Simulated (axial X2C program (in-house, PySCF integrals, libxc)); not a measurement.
## Run report: SbTc, relativistic diatomic calculation

SbTc, single determinant with M_S = 1 and |Λ| = 0 (not the lowest found). Computed at this level: PBE0, spin-free X2C-1e, Sb dyall-cv3z, Tc dyall-cv3z (cores contracted) (axial X2C program (in-house, PySCF integrals, libxc)).

### Output
```
spin-free X2C-1e  PBE0
basis functions 274  fitting functions 1321  grid points 5799
iter        total energy     max residual
   1     -10763.274054032     1.59e+01
   2     -10764.759637369     9.29e+00
   3     -10765.460438002     1.27e+00
   4     -10765.461716978     8.05e-01
   5     -10765.541092619     3.14e-01
   6     -10765.546417144     1.22e-01
   7     -10765.554137568     4.69e-02
   8     -10765.554431325     5.43e-02
   9     -10765.554572317     1.21e-02
  10     -10765.554586277     7.21e-03
  11     -10765.554590819     2.45e-03
  12     -10765.554591795     1.77e-03
  13     -10765.554592355     8.81e-04
  14     -10765.554592658     8.11e-04
  15     -10765.554592754     3.04e-04
  16     -10765.554592784     1.70e-04
  17     -10765.554592792     1.20e-04
  18     -10765.554592796     2.85e-05
  19     -10765.554592797     2.47e-05
  20     -10765.554592797     1.27e-05
converged
one-electron -15745.01338601  Coulomb 4813.18201034  exact exchange -74.19837108  xc functional -227.08553240  nuclear repulsion 467.56068636
```

### The points of the curve

| R (Å) | E (hartree) | dipole (D; origin at the first atom, positive when the second is positive) | highest filled (eV) | lowest empty (eV) |
| --- | --- | --- | --- | --- |
| 2.333 | −10765.548979 | 1.80 | −4.77 | −2.79 |
| 2.408 | −10765.553186 | 1.91 | −4.77 | −2.78 |
| 2.482 | −10765.554593 | 2.01 | −4.76 | −2.77 |
| 2.569 | −10765.553751 | 2.11 | −4.74 | −2.75 |
| 2.656 | −10765.551106 | 2.19 | −4.72 | −2.72 |

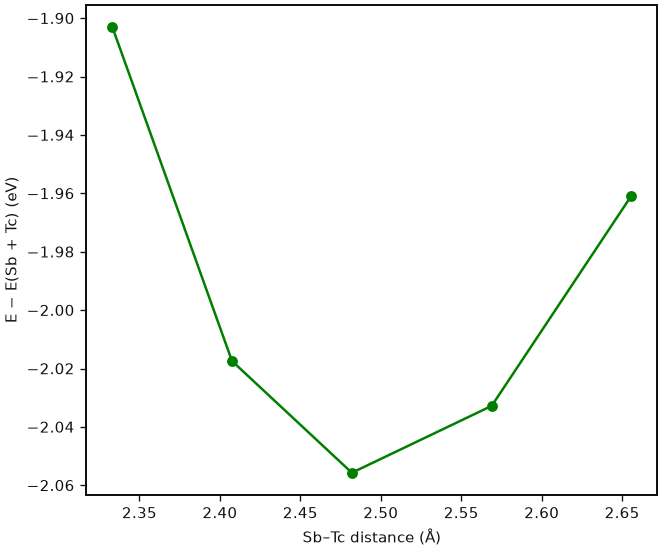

**Figure 1.** Energy at 5 bond lengths, for one set of occupations held fixed; the line joins the points. A polynomial of degree 3 through 5 points gives rₑ = 2.493 Å, ωₑ = 215.4 cm⁻¹ and Bₑ = 0.04985 cm⁻¹. The minimum lies 2.06 eV below Sb + Tc, each computed as one determinant at the same level.

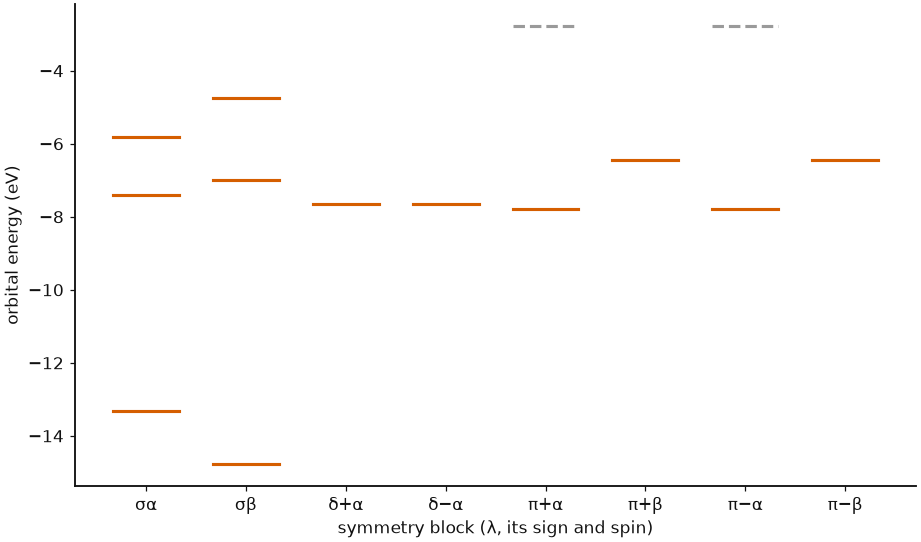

**Figure 2.** Orbital energies near the frontier at 2.48 Å, filled (solid) and empty (dashed); a label such as π−α means λ = −1 and α spin. The highest filled orbital (σβ; 50 % Tc d, 33 % Tc s) lies at −4.76 eV, the lowest empty one (π−α; 67 % Sb p, 21 % Tc p) at −2.77 eV.

### Input
```
{"zs": [51, 43], "q": 0, "bas": ["dyall-cv3z", "dyall-cv3z"], "levels": ["PBE0", "HF", "BP86"], "cc": true, "r0": 2.68, "thr": -1.0, "nmax": 90, "npts": 10, "nst": 2, "ntry": 6}
```

The line is the task of a batch: nuclear charges, charge, bases, the levels to run, a first guess of the distance and further settings. This report covers PBE0 without spin-orbit coupling. The log is that of the reference distance 2.482 Å.

The run was one of a batch that the task file lists, launched with:
```bash
python <driver script> task.json out
```

### Key numbers

- outcome: converged
- bond length rₑ: 2.493 Å
- ωₑ: 215.4 cm⁻¹
- energy at the minimum: −10765.55462 hartree
- depth below the fragments: 2.06 eV
- largest ⟨S²⟩ along the curve: 3.65
- hardware: 1 thread of AMD EPYC (Zen 5), 24 GiB of memory available, shared host
- wall time: 12 s
- peak memory: 0.91 GiB

### Notes

⟨S²⟩ reaches 3.65 where a pure state of this multiplicity has 2.00, so the determinant is spin-contaminated. Caveats: 5 of the 10 points asked for were kept.
